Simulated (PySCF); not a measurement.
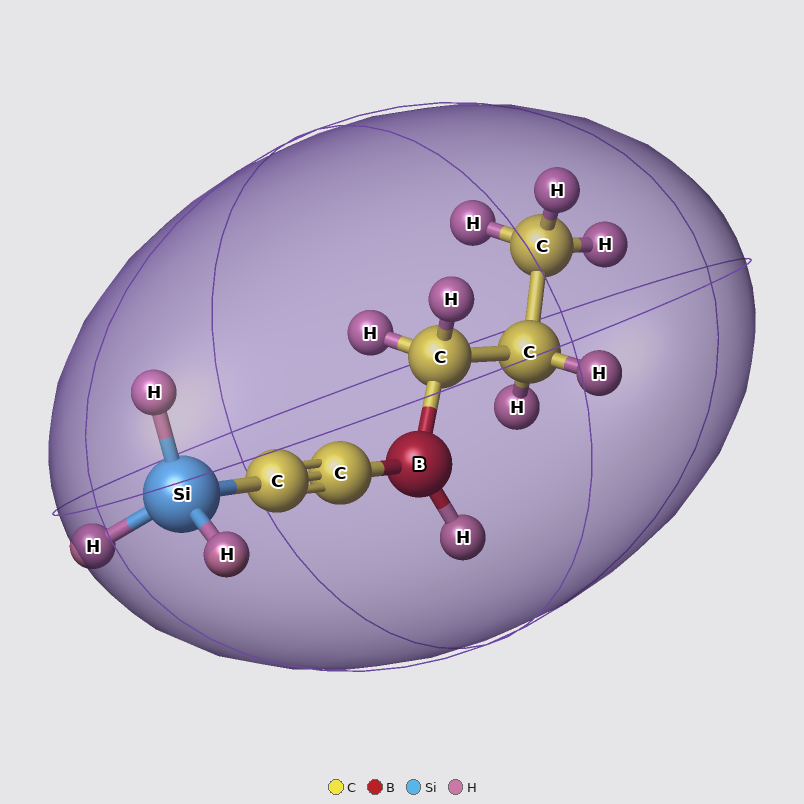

The ellipsoid shows the static dipole polarisability: its half-axes are proportional to the principal values. The computed structure is the end point of a GFN2-xTB optimisation. No frequency run is at hand to confirm it as a minimum. Method: CAM-B3LYP/def2-SVPD (PySCF 2.14.0).

How large and how anisotropic is the polarisability?

Answer. Principal values 77.9, 86.6, 150.3 bohr³; mean 104.9 bohr³ (15.55 Å³); anisotropy 68.4 bohr³, so the longest axis is 1.93 times the shortest.

The geometry is semi-empirical. Around B, Si such bond lengths and angles can be off by a tenth of an ångström or more and by several degrees, and values that hang on the shape move with them.
